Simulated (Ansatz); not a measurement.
## Fields on a plane of CsPbBr3 (cubic perovskite)

```xyz
5
Lattice="6.0028 0.0000 0.0000 0.0000 6.0028 0.0000 0.0000 0.0000 6.0028" Properties=species:S:1:pos:R:3 pbc="T T T"
Cs     0.0000     0.0000     0.0000
Pb     3.0014     3.0014     3.0014
Br     0.0000     3.0014     3.0014
Br     3.0014     3.0014     0.0000
Br     3.0014     0.0000     3.0014
```

The slice is a {100} plane (indices of the conventional cell) through the point (0.500, 0.500, 0.500) (fractional), spanned by u = [100] and v = [010] in vectors of this cell: u (6.00 Å) and v (6.00 Å, at 90° to u). It covers one period; positions are fractions (u, v).

Atoms on it: Pb at (0.00, 0.00); Br at (0.50, 0.00); Br at (0.00, 0.50).

These are PBE (plane waves to 420 eV, PAW, scalar-relativistic; Ansatz, a first-principles code) values and carry that method's errors. k mesh 6×6×6. These are valence fields of a PAW run, semicore shells included where kept as valence: close to a nucleus they are smooth pseudo fields. CsPbBr3 was relaxed with its symmetry unable to fall. Spin-orbit coupling is left out, though Pb is heavy. The PAW data are Ansatz's earlier set. This is a high-temperature form of CsPbBr3.

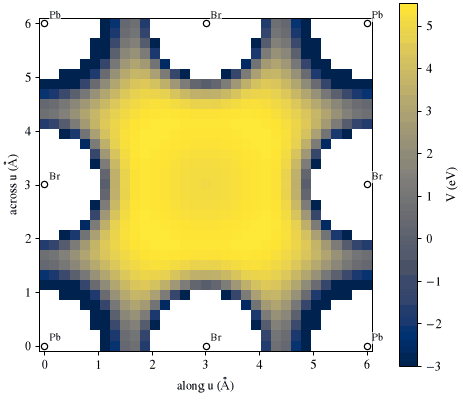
Figure. Electrostatic potential energy of an electron, from the cell's mean, in eV, one period of the plane, atoms marked. Points within 1 Å of a nucleus are left white, as the pseudised field means little there. Values under -3 eV are set to -3. The zero, the cell's mean, hangs on the PAW cores.

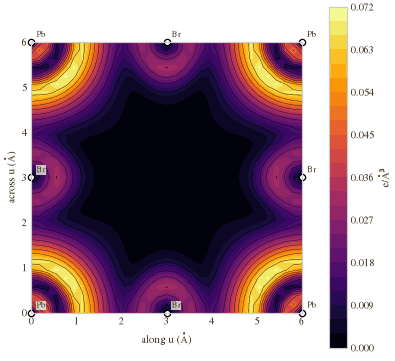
Figure. Density of the lowest conduction band (whole band as if filled, smooth part) in e/Å³, one period of the plane, atoms marked. 

- Element round which the density of the lowest conduction band (whole band as if filled, smooth part) is largest on this plane: Pb
